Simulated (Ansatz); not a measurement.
The parent structure is AgI in the zinc blende structure (space group F-43m, No. 216; a = 6.450 Å).

It is then changed as follows: every lattice vector is shortened by 1.16 %, atoms relaxed at fixed cell.

Level of theory: DFT with PBEsol, PAW potentials and a 420 eV plane-wave cutoff in Ansatz (a quantum-chemistry and plane-wave program), no spin-orbit coupling.

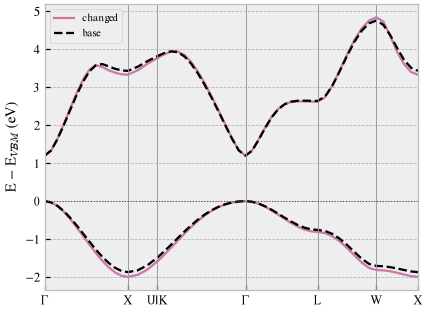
Highest valence and lowest conduction band along the path, each from its own valence-band maximum

Q: From the figure, how large is the changed gap, and is it direct?

A: About 1.2 eV, direct at Γ.

With I present, leaving out spin-orbit coupling can change the band edges. The cells carry an imposed strain or load. Whether these cells are dynamically stable was not tested.
